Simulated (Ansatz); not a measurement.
Base system: CsSnI3 in the cubic perovskite structure (space group Pm-3m, No. 221; a = 6.225 Å). Axes: x, y, z lie along the cube axes.

Now apply this change: a pure shear with ε_yz = ε_zy = -0.0115; the atoms relax in the strained cell.

Method: r2SCAN, PAW, 500 eV (Ansatz, an electronic-structure program; spin-orbit coupling left out), earlier PAW set.

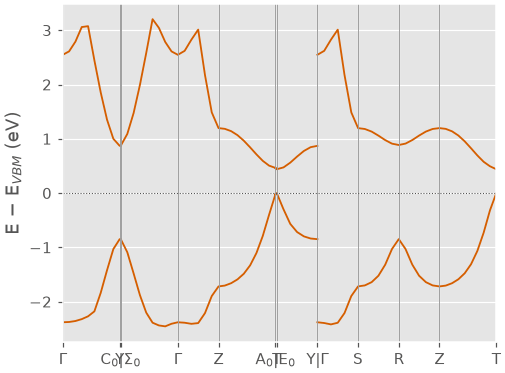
Figure: Highest valence and lowest conduction band along the path of the changed cell's own zone

The gap is 0.44 eV, direct at T; the base has 0.46 eV.

Spin-orbit coupling, missing from the scalar runs, can matter with I. No phonon test of stability was made. Many cubic perovskites are stable only at high temperature; tilts and polar distortions were not tested. k-point labels follow each cell's own Brillouin zone.
